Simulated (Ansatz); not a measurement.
## Ir wire along [100], 12 atoms a period: bands along the axis

Wanted: the relaxed geometry and the bands of the Ir wire along [100], 12 atoms a period.

Method: DFT PBE, plane waves, PAW; relaxation of a wire's period; PAW set soft_1, in the first sound run; inputs show where later runs differ, in Ansatz 0.2.0.

### 1. Set-up

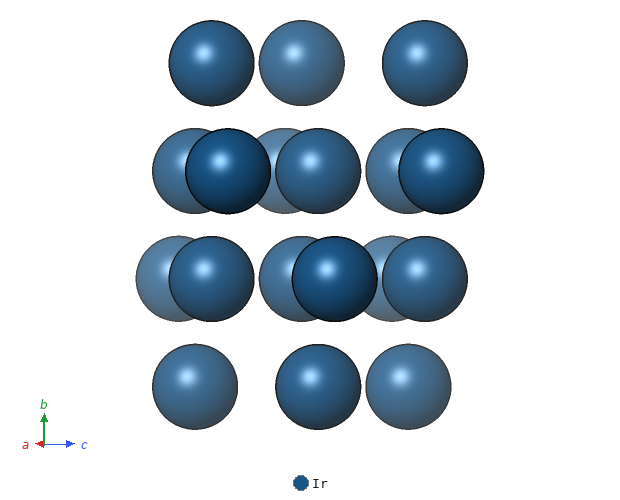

The starting structure, seen from the side, with the c axis across the page (iridium blue). Some periodic images of atoms are drawn too.

The cell holds 12 atoms: 12 Ir. Its edges and angles: a = 12.605 Å, b = 12.605 Å, c = 3.870 Å, α = 90.0°, β = 90.0°, γ = 90.0°. Vacuum lies along a and b. The structure's axis is c.

Coordinates:

```cif
data_structure
_symmetry_space_group_name_H-M 'P 1'
_symmetry_Int_Tables_number 1
_cell_length_a 12.6050
_cell_length_b 12.6050
_cell_length_c 3.8700
_cell_angle_alpha 90.000
_cell_angle_beta 90.000
_cell_angle_gamma 90.000
_cell_volume 614.89
loop_
_atom_site_label
_atom_site_type_symbol
_atom_site_fract_x
_atom_site_fract_y
_atom_site_fract_z
_atom_site_occupancy
Ir1 Ir 0.26973 0.57676 0.00000 1
Ir2 Ir 0.42324 0.42324 0.00000 1
Ir3 Ir 0.42324 0.73027 0.00000 1
Ir4 Ir 0.57676 0.26973 0.00000 1
Ir5 Ir 0.57676 0.57676 0.00000 1
Ir6 Ir 0.73027 0.42324 0.00000 1
Ir7 Ir 0.26973 0.42324 0.50000 1
Ir8 Ir 0.42324 0.26973 0.50000 1
Ir9 Ir 0.42324 0.57676 0.50000 1
Ir10 Ir 0.57676 0.42324 0.50000 1
Ir11 Ir 0.57676 0.73027 0.50000 1
Ir12 Ir 0.73027 0.57676 0.50000 1
```

### 2. The relaxed wire

Band widths follow the bond lengths, so the wire is relaxed first. The atoms and the third cell vector are free; the box across stays fixed as vacuum. A Fermi-Dirac smearing is set since the result may be a metal. The pressure printed is a third of the stress's trace over the whole box, vacuum included; only the stress along the axis is relaxed.

Contents of input.yaml:

```yaml
crystal:
  lattice:
    - [12.605, 0.0, 0.0]
    - [0.0, 12.605, 0.0]
    - [0.0, 0.0, 3.87]
  atoms:
    - { symbol: Ir, position: [0.269734232, 0.576755256, 0.0] }
    - { symbol: Ir, position: [0.423244744, 0.423244744, 0.0] }
    - { symbol: Ir, position: [0.423244744, 0.730265768, 0.0] }
    - { symbol: Ir, position: [0.576755256, 0.269734232, 0.0] }
    - { symbol: Ir, position: [0.576755256, 0.576755256, 0.0] }
    - { symbol: Ir, position: [0.730265768, 0.423244744, 0.0] }
    - { symbol: Ir, position: [0.269734232, 0.423244744, 0.5] }
    - { symbol: Ir, position: [0.423244744, 0.269734232, 0.5] }
    - { symbol: Ir, position: [0.423244744, 0.576755256, 0.5] }
    - { symbol: Ir, position: [0.576755256, 0.423244744, 0.5] }
    - { symbol: Ir, position: [0.576755256, 0.730265768, 0.5] }
    - { symbol: Ir, position: [0.730265768, 0.576755256, 0.5] }
kpoints:
  mp_grid: { grid: [1, 1, 21] }
scf:
  occupations: { method: fermi_dirac, width: 0.05 }
hamiltonian:
  xc: pbe
  pseudopotentials: { kind: paw, azcp: { folder: soft_1 } }
relax:
  cell: { fix: [a, b, alpha, beta, gamma] }
  max_steps: 45
  f_tol: 0.03
```

Launch:

```sh
ansatz run input.yaml --threads 4 --pin off --max-ram 16384MiB --backend cpu --events-out ev --progress --plain --runs-dir out
```

Numbers of over 12 decimals in the logs are rounded to 6 here.

Output:

```text
Engine: ansatz 0.2.0, x86_64-unknown-linux-gnu
Pseudopotentials: kind: paw
Pseudopotential: Ir, paw, valence charge 17, recommended cutoff 420 eV (normal), soft_1/Ir.paw.azcp
Functional definition: PBE
  parameter kappa = 0.804
  parameter beta = 0.066725
  exchange = pbe_x(kappa = kappa, mu = beta*pi^2/3)
  correlation = pbe_c(beta = beta)
Crystal: 12 atoms, lattice volume = 614.889 Å³
Basis set: ecut = 420 eV, 12057 PW (Γ), exchange–correlation on 180×180×54 points (8 copies of the dense FFT grid, shifted against one another)
Bands: 123, of which v1, the nominal top of the filled ones, is band 102 counted from 1 (101 counted from 0)
Symmetry: 16 space group operations
Space group: P42/mcm (ITA 132), of the structure as read, at distance tolerance 8.5e-5 Å
k-points: 11 of 21
Non-local potential: Ir, projectors of the file, l = 0: 3, l = 1: 2, l = 2: 2, l = 3: 1
PAW form: soft (Blöchl's): semilocal exchange-correlation on the pseudo side does not see the compensation charge
PAW one-centre angular grid: Ir, 590 points (default); XC on 64 Gauss nodes
Initial density: superposition of atomic densities (neutral atoms: chi_scale 0, normalization atom)
Initial wavefunctions: pseudopotential atomic-orbital guess
Functional: x = pbe(κ = 0.804, μ = 0.219515), c = pbe(β = 0.066725)
SCF iter   1: F=—  HF=-143224.499891 eV  |F-HF|=—  |Δ(HF+E_count)|=         —  Δρ=3.15e-2  dr2=1.38e1  ethr=3.10e-3  ⟨swp⟩=7.8  Hψ=5670  notcnv=0  defer=3
preconditioner: auto → LDOS  [metal: Δε(μ)=0.024 eV  Ē_g=4.885 eV  σ=0.050 eV  W_gap=0.12  n_scr=142 (ndim 8)  ℏωp=15.6 eV  f_vac=0.557  D(μ)=23.69/eV (n_scr^D=202)  β→1.0]
SCF iter   2: F=—  HF=-143224.437329 eV  |F-HF|=—  |Δ(HF+E_count)|=   6.26e-2  Δρ=3.16e-2  dr2=1.75e1  ethr=3.10e-3  ⟨swp⟩=3.3  Hψ=3471  notcnv=0  defer=46
SCF iter   3: F=—  HF=-143221.109791 eV  |F-HF|=—  |Δ(HF+E_count)|=    3.33e0  Δρ=6.01e-3  dr2=3.34e-1  ethr=3.10e-3  ⟨swp⟩=4.0  Hψ=3426  notcnv=0  defer=39
SCF iter   4: F=—  HF=-143221.116091 eV  |F-HF|=—  |Δ(HF+E_count)|=   6.30e-3  Δρ=2.15e-3  dr2=3.66e-2  ethr=1.64e-4  ⟨swp⟩=2.2  Hψ=2187  notcnv=0  defer=43
SCF iter   5: F=—  HF=-143221.115493 eV  |F-HF|=—  |Δ(HF+E_count)|=   5.99e-4  Δρ=9.32e-4  dr2=9.06e-3  ethr=1.79e-5  ⟨swp⟩=2.0  Hψ=2378  notcnv=0  defer=43
SCF iter   6: F=—  HF=-143221.114168 eV  |F-HF|=—  |Δ(HF+E_count)|=   1.32e-3  Δρ=2.33e-4  dr2=1.03e-3  ethr=4.44e-6  ⟨swp⟩=2.4  Hψ=2256  notcnv=0  defer=43
SCF iter   7: F=—  HF=-143221.114114 eV  |F-HF|=—  |Δ(HF+E_count)|=   5.41e-5  Δρ=8.87e-5  dr2=7.73e-5  ethr=5.04e-7  ⟨swp⟩=3.2  Hψ=2362  notcnv=0  defer=43
SCF iter   8: F=—  HF=-143221.113471 eV  |F-HF|=—  |Δ(HF+E_count)|=   6.43e-4  Δρ=2.86e-5  dr2=6.77e-6  ethr=3.79e-8  ⟨swp⟩=2.0  Hψ=1968  notcnv=0  defer=43
SCF iter   9: F=—  HF=-143221.113475 eV  |F-HF|=—  |Δ(HF+E_count)|=   3.61e-6  Δρ=1.06e-5  dr2=6.59e-7  ethr=3.32e-9  ⟨swp⟩=2.0  Hψ=1934  notcnv=0  defer=43
SCF iter  10: F=-143221.113475 eV  HF=-143221.113475 eV  |F-HF|=2.47e-8  |Δ(HF+E_count)|=   3.45e-7  Δρ=2.73e-6  dr2=6.12e-8  ethr=4.90e-11  ⟨swp⟩=5.8  Hψ=5161  notcnv=0
SCF 1 converged in 10 iterations: F = -143221.113475 eV  dr2 = 6.12e-8
  greatest PAW one-centre occupation: 1.000 electrons in one spin orbital (limit 2), on the Ir atom at site 4 (counted from 0), in its partial waves of l = 0
relax step   1: F+E_penalty+E_count = -143221.11347508 eV  Δ(F+E_penalty+E_count) = +0.000e0 eV  max|allowed force component| = 1.921e0 eV/Å  Δτ_max = 0.0000 Å  P = -6.861 GPa  Ω = 614.889 Å³  fix = [a, b, alpha, beta, gamma]  reactions: a -6.684, b -6.684 GPa  (10 SCF iters, dr2 threshold 1.00e-7 eV, accepted)
Crystal: 12 atoms, lattice volume = 596.060 Å³
Basis set: ecut = 420 eV, 11665 PW (Γ), exchange–correlation on 180×180×54 points (8 copies of the dense FFT grid, shifted against one another)
Initial density: handed on by an earlier stage of this run
Initial wavefunctions: those handed on with the density
iter 1 solved again at ethr=2.74e-3 eV; its pass at ethr=3.10e-3 eV (dr2=5.59e0 eV) is discarded
SCF iter   1: F=—  HF=-143223.123616 eV  |F-HF|=—  |Δ(HF+E_count)|=         —  Δρ=1.99e-2  dr2=5.64e0  ethr=2.74e-3  ⟨swp⟩=1.7  Hψ=6593  notcnv=0
preconditioner: auto → LDOS  [metal: Δε(μ)=0.018 eV  Ē_g=5.476 eV  σ=0.050 eV  W_gap=0.09  n_scr=126 (ndim 8)  ℏωp=15.8 eV  f_vac=0.597  D(μ)=28.13/eV (n_scr^D=246)  β→1.0]
SCF iter   2: F=—  HF=-143222.899497 eV  |F-HF|=—  |Δ(HF+E_count)|=   2.24e-1  Δρ=9.62e-3  dr2=8.57e-1  ethr=2.74e-3  ⟨swp⟩=2.0  Hψ=2132  notcnv=0
SCF iter   3: F=—  HF=-143222.756598 eV  |F-HF|=—  |Δ(HF+E_count)|=   1.43e-1  Δρ=5.11e-3  dr2=5.24e-1  ethr=4.20e-4  ⟨swp⟩=3.0  Hψ=2867  notcnv=0  defer=45
SCF iter   4: F=—  HF=-143222.688115 eV  |F-HF|=—  |Δ(HF+E_count)|=   6.85e-2  Δρ=1.48e-3  dr2=1.49e-2  ethr=2.57e-4  ⟨swp⟩=2.0  Hψ=2073  notcnv=0  defer=45
SCF iter   5: F=—  HF=-143222.688917 eV  |F-HF|=—  |Δ(HF+E_count)|=   8.02e-4  Δρ=3.79e-4  dr2=8.07e-4  ethr=7.31e-6  ⟨swp⟩=2.2  Hψ=2113  notcnv=0  defer=45
SCF iter   6: F=—  HF=-143222.688494 eV  |F-HF|=—  |Δ(HF+E_count)|=   4.23e-4  Δρ=7.08e-5  dr2=2.41e-5  ethr=3.96e-7  ⟨swp⟩=2.1  Hψ=1981  notcnv=0  defer=45
SCF iter   7: F=—  HF=-143222.688506 eV  |F-HF|=—  |Δ(HF+E_count)|=   1.18e-5  Δρ=2.28e-5  dr2=8.71e-6  ethr=1.18e-8  ⟨swp⟩=3.1  Hψ=2697  notcnv=0  defer=45
SCF iter   8: F=-143222.688506 eV  HF=-143222.688506 eV  |F-HF|=6.07e-8  |Δ(HF+E_count)|=   2.27e-7  Δρ=8.11e-6  dr2=4.28e-7  ethr=5.88e-10  ⟨swp⟩=3.9  Hψ=5856  notcnv=0
SCF 2 converged in 8 iterations: F = -143222.688506 eV  dr2 = 4.28e-7
  greatest PAW one-centre occupation: 1.000 electrons in one spin orbital (limit 2), on the Ir atom at site 9 (counted from 0), in its partial waves of l = 0
relax step   2: F+E_penalty+E_count = -143222.68850604 eV  Δ(F+E_penalty+E_count) = -1.575e0 eV  max|allowed force component| = 1.059e0 eV/Å  Δτ_max = 0.1970 Å  P = +3.986 GPa  Ω = 596.060 Å³  energy of the carried Pulay correction = +2.480e-3 eV  fix = [a, b, alpha, beta, gamma]  reactions: a +4.048, b +4.048 GPa  (8 SCF iters, dr2 threshold 1.20e-6 eV, accepted)
Crystal: 12 atoms, lattice volume = 602.022 Å³
Basis set: ecut = 420 eV, 11769 PW (Γ), exchange–correlation on 180×180×54 points (8 copies of the dense FFT grid, shifted against one another)
iter 1 solved again at ethr=5.41e-4 eV; its pass at ethr=3.10e-3 eV (dr2=1.10e0 eV) is discarded
SCF iter   1: F=—  HF=-143223.089965 eV  |F-HF|=—  |Δ(HF+E_count)|=         —  Δρ=8.19e-3  dr2=1.04e0  ethr=5.41e-4  ⟨swp⟩=2.1  Hψ=6249  notcnv=0
preconditioner: auto → LDOS  [metal: Δε(μ)=0.010 eV  Ē_g=5.042 eV  σ=0.050 eV  W_gap=0.05  n_scr=126 (ndim 8)  ℏωp=15.7 eV  f_vac=0.580  D(μ)=25.91/eV (n_scr^D=234)  β→1.0]
SCF iter   2: F=—  HF=-143223.047811 eV  |F-HF|=—  |Δ(HF+E_count)|=   4.22e-2  Δρ=3.46e-3  dr2=9.45e-2  ethr=5.07e-4  ⟨swp⟩=2.1  Hψ=2076  notcnv=0
SCF iter   3: F=—  HF=-143223.034247 eV  |F-HF|=—  |Δ(HF+E_count)|=   1.36e-2  Δρ=1.94e-3  dr2=7.43e-2  ethr=4.63e-5  ⟨swp⟩=2.6  Hψ=2768  notcnv=0  defer=15
SCF iter   4: F=—  HF=-143223.024912 eV  |F-HF|=—  |Δ(HF+E_count)|=   9.33e-3  Δρ=6.82e-4  dr2=8.22e-3  ethr=3.64e-5  ⟨swp⟩=2.1  Hψ=1957  notcnv=0  defer=30
SCF iter   5: F=—  HF=-143223.024695 eV  |F-HF|=—  |Δ(HF+E_count)|=   2.17e-4  Δρ=1.21e-4  dr2=1.95e-4  ethr=4.03e-6  ⟨swp⟩=2.0  Hψ=1788  notcnv=0  defer=30
SCF iter   6: F=—  HF=-143223.024086 eV  |F-HF|=—  |Δ(HF+E_count)|=   6.08e-4  Δρ=2.64e-5  dr2=4.66e-6  ethr=9.58e-8  ⟨swp⟩=2.2  Hψ=2064  notcnv=0  defer=30
SCF iter   7: F=-143223.024089 eV  HF=-143223.024089 eV  |F-HF|=8.96e-8  |Δ(HF+E_count)|=   2.37e-6  Δρ=7.31e-6  dr2=2.37e-7  ethr=5.88e-10  ⟨swp⟩=5.5  Hψ=5320  notcnv=0
SCF 3 converged in 7 iterations: F = -143223.024089 eV  dr2 = 2.37e-7
relax step   3: F+E_penalty+E_count = -143223.02408888 eV  Δ(F+E_penalty+E_count) = -3.356e-1 eV  max|allowed force component| = 2.466e-1 eV/Å  Δτ_max = 0.0724 Å  P = -0.875 GPa  Ω = 602.022 Å³  energy of the carried Pulay correction = +1.681e-3 eV  fix = [a, b, alpha, beta, gamma]  reactions: a -0.813, b -0.813 GPa  (7 SCF iters, dr2 threshold 1.20e-6 eV, accepted)
Crystal: 12 atoms, lattice volume = 600.634 Å³
Basis set: ecut = 420 eV, 11753 PW (Γ), exchange–correlation on 180×180×54 points (8 copies of the dense FFT grid, shifted against one another)
iter 1 solved again at ethr=1.78e-5 eV; its pass at ethr=3.10e-3 eV (dr2=3.63e-2 eV) is discarded
SCF iter   1: F=—  HF=-143223.057508 eV  |F-HF|=—  |Δ(HF+E_count)|=         —  Δρ=1.71e-3  dr2=3.61e-2  ethr=1.78e-5  ⟨swp⟩=2.1  Hψ=5002  notcnv=0
preconditioner: auto → LDOS  [metal: Δε(μ)=0.008 eV  Ē_g=5.121 eV  σ=0.050 eV  W_gap=0.04  n_scr=126 (ndim 8)  ℏωp=15.7 eV  f_vac=0.583  D(μ)=27.86/eV (n_scr^D=238)  β→1.0]
SCF iter   2: F=—  HF=-143223.055929 eV  |F-HF|=—  |Δ(HF+E_count)|=   1.58e-3  Δρ=7.76e-4  dr2=5.11e-3  ethr=1.77e-5  ⟨swp⟩=2.1  Hψ=2032  notcnv=0
SCF iter   3: F=—  HF=-143223.055310 eV  |F-HF|=—  |Δ(HF+E_count)|=   6.19e-4  Δρ=4.70e-4  dr2=2.94e-3  ethr=2.51e-6  ⟨swp⟩=2.5  Hψ=2515  notcnv=0
SCF iter   4: F=—  HF=-143223.054834 eV  |F-HF|=—  |Δ(HF+E_count)|=   4.76e-4  Δρ=1.11e-4  dr2=1.28e-4  ethr=1.44e-6  ⟨swp⟩=2.0  Hψ=1992  notcnv=0
SCF iter   5: F=—  HF=-143223.054189 eV  |F-HF|=—  |Δ(HF+E_count)|=   6.45e-4  Δρ=3.59e-5  dr2=4.77e-6  ethr=6.29e-8  ⟨swp⟩=2.7  Hψ=2254  notcnv=0
SCF iter   6: F=-143223.054193 eV  HF=-143223.054193 eV  |F-HF|=2.58e-7  |Δ(HF+E_count)|=   3.71e-6  Δρ=7.76e-6  dr2=5.30e-7  ethr=5.88e-10  ⟨swp⟩=5.0  Hψ=5147  notcnv=0
SCF 4 converged in 6 iterations: F = -143223.054193 eV  dr2 = 5.30e-7
relax step   4: F+E_penalty+E_count = -143223.05419261 eV  Δ(F+E_penalty+E_count) = -3.010e-2 eV  max|allowed force component| = 8.005e-2 eV/Å  Δτ_max = 0.0129 Å  P = -0.070 GPa  Ω = 600.634 Å³  energy of the carried Pulay correction = +1.866e-3 eV  fix = [a, b, alpha, beta, gamma]  reactions: a -0.054, b -0.054 GPa  (6 SCF iters, dr2 threshold 1.20e-6 eV, accepted)
Crystal: 12 atoms, lattice volume = 601.172 Å³
iter 1 solved again at ethr=2.80e-6 eV; its pass at ethr=3.10e-3 eV (dr2=5.71e-3 eV) is discarded
SCF iter   1: F=—  HF=-143223.060425 eV  |F-HF|=—  |Δ(HF+E_count)|=         —  Δρ=1.26e-3  dr2=6.12e-3  ethr=2.80e-6  ⟨swp⟩=3.0  Hψ=5497  notcnv=0
preconditioner: auto → LDOS  [metal: Δε(μ)=0.015 eV  Ē_g=5.114 eV  σ=0.050 eV  W_gap=0.08  n_scr=126 (ndim 8)  ℏωp=15.7 eV  f_vac=0.583  D(μ)=29.08/eV (n_scr^D=246)  β→1.0]
SCF iter   2: F=—  HF=-143223.059769 eV  |F-HF|=—  |Δ(HF+E_count)|=   6.56e-4  Δρ=6.03e-4  dr2=2.97e-3  ethr=2.80e-6  ⟨swp⟩=2.1  Hψ=2457  notcnv=0
SCF iter   3: F=—  HF=-143223.059130 eV  |F-HF|=—  |Δ(HF+E_count)|=   6.39e-4  Δρ=2.02e-4  dr2=3.62e-4  ethr=1.46e-6  ⟨swp⟩=2.1  Hψ=2382  notcnv=0
SCF iter   4: F=—  HF=-143223.058416 eV  |F-HF|=—  |Δ(HF+E_count)|=   7.14e-4  Δρ=7.18e-5  dr2=8.78e-5  ethr=1.77e-7  ⟨swp⟩=3.0  Hψ=2713  notcnv=0
SCF iter   5: F=—  HF=-143223.058415 eV  |F-HF|=—  |Δ(HF+E_count)|=   7.26e-7  Δρ=3.09e-5  dr2=1.31e-5  ethr=4.31e-8  ⟨swp⟩=1.0  Hψ=1353  notcnv=0
SCF iter   6: F=—  HF=-143223.058416 eV  |F-HF|=—  |Δ(HF+E_count)|=   1.11e-6  Δρ=9.27e-6  dr2=7.91e-7  ethr=6.41e-9  ⟨swp⟩=1.9  Hψ=1756  notcnv=0
SCF iter   7: F=-143223.058416 eV  HF=-143223.058416 eV  |F-HF|=3.16e-8  |Δ(HF+E_count)|=   1.95e-7  Δρ=1.90e-6  dr2=4.24e-8  ethr=1.96e-10  ⟨swp⟩=5.0  Hψ=4811  notcnv=0
SCF 5 converged in 7 iterations: F = -143223.058416 eV  dr2 = 4.24e-8
relax step   5: F+E_penalty+E_count = -143223.05841643 eV  Δ(F+E_penalty+E_count) = -4.224e-3 eV  max|allowed force component| = 8.892e-3 eV/Å  Δτ_max = 0.0189 Å  P = -0.020 GPa  Ω = 601.172 Å³  energy of the carried Pulay correction = +1.794e-3 eV  fix = [a, b, alpha, beta, gamma]  reactions: a -0.026, b -0.026 GPa  (7 SCF iters, dr2 threshold 4.01e-7 eV, accepted)
Initial wavefunctions: pseudopotential atomic-orbital guess (no wavefunctions were taken with the density)
iter 1 solved again at ethr=5.26e-7 eV; its pass at ethr=3.10e-3 eV (dr2=1.07e-3 eV) is discarded
SCF iter   1: F=—  HF=-143223.056815 eV  |F-HF|=—  |Δ(HF+E_count)|=         —  Δρ=4.41e-5  dr2=1.95e-6  ethr=5.26e-7  ⟨swp⟩=4.2  Hψ=10171  notcnv=0
eigensolver tolerance schedule: the retry pair's looser diagonalisation over-reported the residual by 549.69 of it (diagonalisation noise at 0.10 of the residual, at the tolerance the schedule requests for it); recorded, not acted on — ethr = c·dr2/N_el stays at c = 1.0e-1
preconditioner: auto → LDOS  [metal: Δε(μ)=0.013 eV  Ē_g=5.114 eV  σ=0.050 eV  W_gap=0.06  n_scr=126 (ndim 8)  ℏωp=15.7 eV  f_vac=0.583  D(μ)=29.00/eV (n_scr^D=246)  β→1.0]
SCF iter   2: F=—  HF=-143223.056176 eV  |F-HF|=—  |Δ(HF+E_count)|=   6.39e-4  Δρ=1.16e-5  dr2=3.60e-7  ethr=9.55e-10  ⟨swp⟩=3.1  Hψ=3266  notcnv=0
SCF iter   3: F=—  HF=-143223.056176 eV  |F-HF|=—  |Δ(HF+E_count)|=   1.14e-7  Δρ=3.76e-6  dr2=5.18e-8  ethr=1.77e-10  ⟨swp⟩=2.5  Hψ=2418  notcnv=0
SCF iter   4: F=—  HF=-143223.056176 eV  |F-HF|=—  |Δ(HF+E_count)|=   1.26e-8  Δρ=5.94e-7  dr2=3.64e-9  ethr=2.54e-11  ⟨swp⟩=3.1  Hψ=2898  notcnv=0
SCF iter   5: F=—  HF=-143223.056176 eV  |F-HF|=—  |Δ(HF+E_count)|=  2.04e-10  Δρ=2.34e-7  dr2=3.83e-10  ethr=1.78e-12  ⟨swp⟩=2.1  Hψ=2029  notcnv=0
SCF iter   6: F=-143223.056176 eV  HF=-143223.056176 eV  |F-HF|=1.46e-10  |Δ(HF+E_count)|=  2.91e-11  Δρ=6.09e-8  dr2=8.90e-11  ethr=1.00e-12  ⟨swp⟩=5.0  Hψ=5253  notcnv=0
SCF 6 converged in 6 iterations: F = -143223.056176 eV  dr2 = 8.90e-11
relax step   6: F+E_penalty+E_count = -143223.05617563 eV  Δ(F+E_penalty+E_count) = +2.241e-3 eV  max|allowed force component| = 9.032e-3 eV/Å  Δτ_max = 0.0000 Å  P = -0.015 GPa  Ω = 601.172 Å³  fix = [a, b, alpha, beta, gamma]  reactions: a -0.021, b -0.021 GPa  stress off target by 2.07e-3 GPa on what of the cell is left free  SCF on the basis re-selected at this cell (its energy is not comparable with the rows above)  (6 SCF iters)
basis re-selected at this cell: Δ(F+E_penalty+E_count) = +2.241e-3 eV, ΔP = +0.005 GPa vs the last step (what re-selecting the basis moved, of the pressure what is left beyond the Pulay correction that the steps carried, after the strain that the cell walked since its last selection, with what the two solves' SCF thresholds leave and, on support functions, any second-order correction that the steps lacked; it is no m [...]
SCF converged after 6 iterations
Free energy (F): -143223.056176 eV
Harris-Foulkes:  -143223.056176 eV  (|F-HF|=1.46e-10)
Internal energy: -143222.830485 eV  (E = F + TS)
E sigma→0 (E₀):  -143222.943330 eV
Entropy (-TS):   -0.225691 eV (-18.808 meV/atom)
Fermi energy:    3.819730 eV
--- Per-component energies (eV) ---
  E_band       = -5349.102092
  E_kinetic    = 6472.335749
  E_local      = -112988.143553  (includes V_loc(G=0)·N_el)
  E_nonlocal   = 2292.351153
  E_hartree    = 52651.003907
  E_xc         = -2743.026630
  E_vxc        = -3052.173567  (∫ρ·V_xc dr)
  E_paw        = -111187.422599  (= ΣΔE_a)
  E_vpaw       = -3375.481293  (= ΣTr[D̂ρ^β])
  E_aug_tail   = 0.004323  (compensation charges beyond the density's cutoff)
  E_ewald      = 22280.067166
  E_smearing   = -0.225691  (= −TS)
  E_closure    = 0.000000  (closes the sum)
  Σ components = -143223.056176   (vs F -143223.056176, Δ=0.00e0)
--- Forces (eV/Å), atoms counted from 1 ---
  atom   1  Ir     0.00864866     0.00903237    -0.00000000
  atom   2  Ir    -0.00029078    -0.00029078     0.00000000
  atom   3  Ir    -0.00903237    -0.00864866     0.00000000
  atom   4  Ir     0.00903237     0.00864866    -0.00000000
  atom   5  Ir     0.00029078     0.00029078    -0.00000000
  atom   6  Ir    -0.00864866    -0.00903237     0.00000000
  atom   7  Ir     0.00864866    -0.00903237    -0.00000000
  atom   8  Ir    -0.00903237     0.00864866     0.00000000
  atom   9  Ir    -0.00029078     0.00029078     0.00000000
  atom  10  Ir     0.00029078    -0.00029078    -0.00000000
  atom  11  Ir     0.00903237    -0.00864866    -0.00000000
  atom  12  Ir    -0.00864866     0.00903237     0.00000000
  max |Σ_I F_I| component: 3.13e-27 eV/Å
--- Stress (GPa, compression-positive) ---
       -0.020960       0.000000       0.000000
        0.000000      -0.020960      -0.000000
        0.000000      -0.000000      -0.002071
  P = ⅓ Tr σ = -0.0147 GPa (-0.147 kbar)
--- Relaxed structure (5 steps of the walk, 5 accepted, 1 SCFs on fresh bases) ---
  F+E_penalty+E_count = -143223.05617563 eV   max|allowed force component| = 9.032e-3 eV/Å   (the final SCF, on the basis selected at the relaxed cell)
  cell:  # Å, volume = 601.1718 Å³
    - [12.605, 0, 0]
    - [0, 12.605, 0]
    - [0, 0, 3.783667]
  atoms:
    - { symbol: Ir, position: [0.278495, 0.569866, 0] }
    - { symbol: Ir, position: [0.419369, 0.419369, 0] }
    - { symbol: Ir, position: [0.430134, 0.721505, 0] }
    - { symbol: Ir, position: [0.569866, 0.278495, 0] }
    - { symbol: Ir, position: [0.580631, 0.580631, 0] }
    - { symbol: Ir, position: [0.721505, 0.430134, 0] }
    - { symbol: Ir, position: [0.278495, 0.430134, 0.5] }
    - { symbol: Ir, position: [0.430134, 0.278495, 0.5] }
    - { symbol: Ir, position: [0.419369, 0.580631, 0.5] }
    - { symbol: Ir, position: [0.580631, 0.419369, 0.5] }
    - { symbol: Ir, position: [0.569866, 0.721505, 0.5] }
    - { symbol: Ir, position: [0.721505, 0.569866, 0.5] }
```

The job ended after 77 s (4 threads of Intel Xeon Platinum 8488C (Sapphire Rapids), shared host; peak memory 2 GiB; 4.8 min of CPU time).

(Continued in part 2 of 2.)

[Logs are printed without paths, hosts, clocks, repeated set-up lines and the standing remarks that a program may print on its own settings, such as how far it seeks lower states.]

[Hosts, paths, dates, database ids (printed as entryN), source tags and the programs' standing remarks are cut or masked in the printed files.]
